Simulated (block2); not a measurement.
# SiO (SMILES O=[Si]) at DMRG/STO-3G

Aim: the vertical ionisation energy of SiO at DMRG/STO-3G, from 2 runs. 

The calculation is run with block2 0.5.4.

4 further runs of the same task are left out: 1 that didn't finish, 3 set aside as unsound or not needed. Runs told in other sessions of the task aren't counted.

### Step 1. The system as given

SiO has 2 atoms, charge 0, and is taken as a singlet. SMILES: `O=[Si]`. The shape is that of a PBE0-D4/def2-TZVP optimisation.

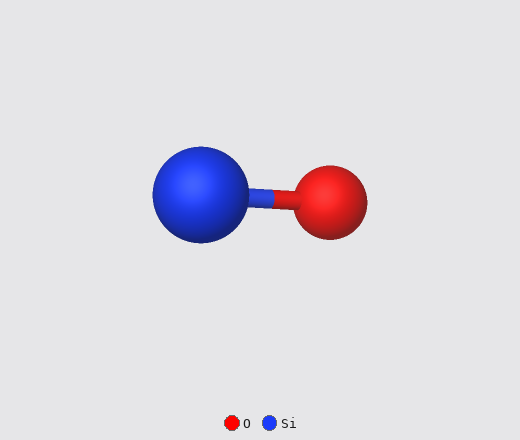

The structure, seen from a chosen angle (oxygen red, silicon blue).

### Step 2. A single-point energy at DMRG/STO-3G

Input file prepare.py:

```python
import numpy as np
from pyscf import ao2mo, cc, dft, gto, lo, mcscf, mp, scf
from pyscf.tools import fcidump

mol = gto.M(atom="""
O
Si 1 1.508728
""", basis="sto-3g", charge=0, spin=0, verbose=3)
print("basis functions          = %d" % (mol.nao))
mf = scf.RHF(mol)
mf.conv_tol = 1e-10
mf.max_cycle = 200
mf.kernel()
if not mf.converged:
    mf = mf.newton().run(mf.mo_coeff, mf.mo_occ)
print(f"E(HF)                    = {mf.e_tot:.10f}")
# single-reference ladder for comparison
ref = mf
pt = mp.MP2(ref, frozen=6).run()
mycc = cc.CCSD(ref, frozen=6)
mycc.max_cycle = 150
mycc.kernel()
print("E(MP2)                   = %.10f" % (pt.e_tot))
if mycc.converged:
    print("CCSD total energy        = %.10f" % (mycc.e_tot))
    print(f"E(CCSD(T))               = {mycc.e_tot + mycc.ccsd_t():.10f}")
    print("T1                       = %.4f" % (mycc.get_t1_diagnostic()))
# a few density functionals on the same geometry and basis
ks = dft.RKS(mol, xc="tpss").set(conv_tol=1e-9, verbose=3).run()
if ks.converged:
    print(f"E(TPSS)                  = {ks.e_tot:.8f}")
ks = dft.RKS(mol, xc="r2scan").set(conv_tol=1e-9, verbose=3).run()
if ks.converged:
    print("E(r2SCAN)                = %.8f" % (ks.e_tot))
ks = dft.RKS(mol, xc="pbe0").set(conv_tol=1e-9, verbose=3).run()
if ks.converged:
    print(f"E(PBE0)                  = {ks.e_tot:.8f}")
ks = dft.RKS(mol, xc="blyp").set(conv_tol=1e-9, verbose=3).run()
if ks.converged:
    print(f"E(BLYP)                  = {ks.e_tot:.8f}")
ks = dft.RKS(mol, xc="hse06").set(conv_tol=1e-9, verbose=3).run()
if ks.converged:
    print("E(HSE06)                 = %.8f" % (ks.e_tot))
# split localisation
mo = mf.mo_coeff.copy()
for a, b in ((6, 11), (11, 14)):
    if b - a > 1:
        mo[:, a:b] = lo.Boys(mol, mo[:, a:b]).kernel()
mf.mo_coeff = mo
# FCIDUMP for the DMRG program
cas = mcscf.CASCI(mf, 8, 10)
h1, ecore = cas.get_h1eff()
fcidump.from_integrals("FCIDUMP", h1, cas.get_h2eff(), 8, 10, nuc=ecore, ms=0)
# FCI check
ci = mcscf.CASCI(mf, 8, (5, 5))
ci.fix_spin_(ss=0)
ci.fcisolver.conv_tol = 1e-10
ci.fcisolver.max_cycle = 200
ci.kernel()
print(f"FCI energy               = {ci.e_tot:.10f}")
```

Input file dmrg.conf:

```
sym c1
orbitals FCIDUMP
nelec 10
spin 0
irrep 1
occ 2 2 2 2 2 0 0 0
cbias 0.2
schedule
0 75 1E-07 1E-04
2 100 1E-07 1E-05
4 100 1E-08 0.0
end
maxiter 10
sweep_tol 1E-06
fiedler
mem 2g
num_thrds 1
prefix ./tmp
outputlevel 1
onepdm
```

Started as:

```
$ python prepare.py && block2main dmrg.conf
```

Output:

```text
$ python prepare.py
[... 7 lines left out ...]
CCSD total energy        = -359.5293499498
[... 5 lines left out ...]
converged SCF energy = -360.242225047915
[... 3 lines left out ...]
converged SCF energy = -360.243822018561
[... 4 lines left out ...]
WARN: Initial orbitals are close to convergence. Adding a small perturbation.
[... 38 lines left out ...]
integral sym error =            0
[... 31 lines left out ...]
DMRG Energy = -359.545835445570674
[... 2 lines left out ...]
Build NPDM MPO | Nsites =     8 | Nmaxops =  2 | SymbolFree = T | Cutoff = 0.00e+00
 Site =     0 /     8 .. L =        4 R =        1 M =            0 Tmid = 0.000 T = 0.000
 Site =     1 /     8 .. L =        4 R =       15 M =           15 Tmid = 0.000 T = 0.000
 Site =     2 /     8 .. L =        4 R =       13 M =           13 Tmid = 0.000 T = 0.000
 Site =     3 /     8 .. L =        4 R =       11 M =           11 Tmid = 0.000 T = 0.000
 Site =     4 /     8 .. L =        4 R =        9 M =            9 Tmid = 0.000 T = 0.000
 Site =     5 /     8 .. L =        4 R =        7 M =            7 Tmid = 0.000 T = 0.000
 Site =     6 /     8 .. L =        4 R =        5 M =            5 Tmid = 0.000 T = 0.000
 Site =     7 /     8 .. L =        1 R =        4 M =            4 Tmid = 0.000 T = 0.000
Ttotal =      0.000

Expectation | Direction = backward | BRA bond dimension =  100 | KET bond dimension =  100
Time elapsed =      0.027
NPDM Sorting | Nsites =     8 | Nmaxops =  2 | DotSite = 2 | SymbolFree = T | Compressed = T | LowMem = F | Mem = 512 B
Ttotal =      0.000

DMRG OCC =   1.977 1.994 1.909 1.909 1.964 0.104 0.104 0.038
```

Wall time 5.1 s (1 thread of Arm Neoverse V1, shared host); peak memory 0.17 GiB.

### Step 3. The doublet cation: the energy at DMRG/STO-3G

Input file make_fcidump.py:

```python
import numpy as np
from pyscf import ao2mo, cc, dft, gto, lo, mcscf, mp, scf
from pyscf.tools import fcidump

geom = """
O
Si 1 1.508728
"""
mol = gto.M(
    atom=geom,
    basis="sto-3g",
    charge=1,
    spin=1,
    verbose=3,
)
print("nao                            = %d" % (mol.nao))
mf = scf.ROHF(mol)
mf.conv_tol = 1e-10
mf.max_cycle = 200
mf.kernel()
if not mf.converged:
    mf = mf.newton().run(mf.mo_coeff, mf.mo_occ)
print(f"SCF energy                     = {mf.e_tot:.10f}")
ref = scf.UHF(mol).run(mf.make_rdm1(), conv_tol=1e-10)
pt = mp.MP2(ref, frozen=6).run()
mycc = cc.CCSD(ref, frozen=6)
mycc.max_cycle = 150
mycc.kernel()
print(f"MP2 total energy               = {pt.e_tot:.10f}")
if mycc.converged:
    print("CCSD total energy              = %.10f" % (mycc.e_tot))
    print(f"E(CCSD(T))                     = {mycc.e_tot + mycc.ccsd_t():.10f}")
ks = dft.UKS(mol, xc="tpss").set(conv_tol=1e-9, verbose=3).run(mf.make_rdm1())
if ks.converged:
    print(f"E(TPSS)                        = {ks.e_tot:.8f}")
ks = dft.UKS(mol, xc="r2scan").set(conv_tol=1e-9, verbose=3).run(mf.make_rdm1())
if ks.converged:
    print(f"E(r2SCAN)                      = {ks.e_tot:.8f}")
ks = dft.UKS(mol, xc="pbe0").set(conv_tol=1e-9, verbose=3).run(mf.make_rdm1())
if ks.converged:
    print(f"E(PBE0)                        = {ks.e_tot:.8f}")
ks = dft.UKS(mol, xc="blyp").set(conv_tol=1e-9, verbose=3).run(mf.make_rdm1())
if ks.converged:
    print(f"E(BLYP)                        = {ks.e_tot:.8f}")
ks = dft.UKS(mol, xc="hse06").set(conv_tol=1e-9, verbose=3).run(mf.make_rdm1())
if ks.converged:
    print(f"E(HSE06)                       = {ks.e_tot:.8f}")
mo = mf.mo_coeff.copy()
for a, b in ((6, 10), (11, 14)):
    if b - a > 1:
        mo[:, a:b] = lo.Boys(mol, mo[:, a:b]).kernel()
mf.mo_coeff = mo
cas = mcscf.CASCI(mf, 8, 9)
h1, ecore = cas.get_h1eff()
fcidump.from_integrals("FCIDUMP", h1, cas.get_h2eff(), 8, 9, nuc=ecore, ms=1)
ci = mcscf.CASCI(mf, 8, (5, 4))
ci.fix_spin_(ss=0.75)
ci.fcisolver.conv_tol = 1e-10
ci.fcisolver.max_cycle = 200
ci.kernel()
print("FCI energy                     = %.10f" % (ci.e_tot))
```

Input file input.conf:

```
sym c1
orbitals FCIDUMP
nelec 9
spin 1
irrep 1
occ 2 2 2 2 1 0 0 0
cbias 0.2
schedule
0 50 1E-09 1E-04
2 75 1E-09 1E-04
4 100 1E-09 1E-05
8 100 1E-10 0.0
end
maxiter 14
sweep_tol 1E-06
gaopt default
mem 2g
num_thrds 1
prefix ./tmp
outputlevel 2
onepdm
```

Started as:

```
$ python make_fcidump.py && block2main input.conf
```

Output:

```text
$ python make_fcidump.py
[... 92 lines left out ...]
 --> Site =    3-   4 .. Mmps =   50 Ndav =  30 E =   -359.2899207692 Error = 2.14e-05 FLOPS = 1.42e+09 Tdav = 0.14 T = 0.15
[... 34 lines left out ...]
 --> Site =    6-   7 .. Mmps =   18 Ndav =   1 E =   -359.2899170076 Error = 3.78e-15 FLOPS = 5.75e+08 Tdav = 0.00 T = 0.01
[... 43 lines left out ...]
 <-- Site =    4-   5 .. Mmps =   35 Ndav =   1 E =   -359.2899207403 Error = 0.00e+00 FLOPS = 1.37e+09 Tdav = 0.00 T = 0.02
[... 34 lines left out ...]
 <-- Site =    1-   2 .. Mmps =   95 Ndav =   1 E =   -359.2899206806 Error = 1.23e-14 FLOPS = 8.75e+08 Tdav = 0.00 T = 0.02
[... 52 lines left out ...]
 <-- Site =    5-   6 .. Nterms =            5 Error =  0.000000000000/ 0.000000000000 FLOPS = 1.99e+08 Tmult = 0.00 T = 0.00
 <-- Site =    4-   5 .. Nterms =            7 Error =  0.000000000000/ 0.000000000000 FLOPS = 1.09e+09 Tmult = 0.00 T = 0.00
 <-- Site =    3-   4 .. Nterms =            9 Error =  0.000000022357/ 0.000000000000 FLOPS = 9.89e+08 Tmult = 0.00 T = 0.00
 <-- Site =    2-   3 .. Nterms =           11 Error =  0.000000000000/ 0.000000000000 FLOPS = 1.33e+09 Tmult = 0.00 T = 0.01
 <-- Site =    1-   2 .. Nterms =           13 Error =  0.000000000000/ 0.000000000000 FLOPS = 7.64e+08 Tmult = 0.00 T = 0.01
 <-- Site =    0-   1 .. Nterms =           15 Error =  0.000000000000/ 0.000000000000 FLOPS = 6.94e+08 Tmult = 0.00 T = 0.01
[... 7 lines left out ...]
NPDM Sorting | Nsites =     8 | Nmaxops =  2 | DotSite = 2 | SymbolFree = T | Compressed = T | LowMem = F | Mem = 512 B
 Site =     0 ..  T = 0.000
 Site =     1 ..  T = 0.000
 Site =     2 ..  T = 0.000
 Site =     3 ..  T = 0.000
 Site =     4 ..  T = 0.000
 Site =     5 ..  T = 0.000
 Site =     6 ..  T = 0.000
Ttotal =      0.000

DMRG OCC =   1.986 1.729 1.887 1.887 1.230 0.125 0.125 0.032
```

Wall time 9.4 s (1 thread of Arm Neoverse V1, shared host); peak memory 0.17 GiB.

### Step 4. Outcome

Level: DMRG/STO-3G, 6 core orbitals frozen.

```
                                          quantity          value
                  run 1, DMRG/STO-3G: total energy  -359.54584 Eh
run 1, DMRG/STO-3G: T1 diagnostic of the CCSD step          0.039
                      doublet cation: total energy  -359.28992 Eh
vertical ionisation energy (to the doublet cation)       6.964 eV
```

**Reading.** Removing an electron at fixed nuclei costs 6.96 eV (672 kJ/mol). In a minimal basis such a difference can be off by several eV, whatever the method. The T1 diagnostic (run 1, DMRG/STO-3G) of 0.039 is above the customary mark for such species, so a single reference may not serve.
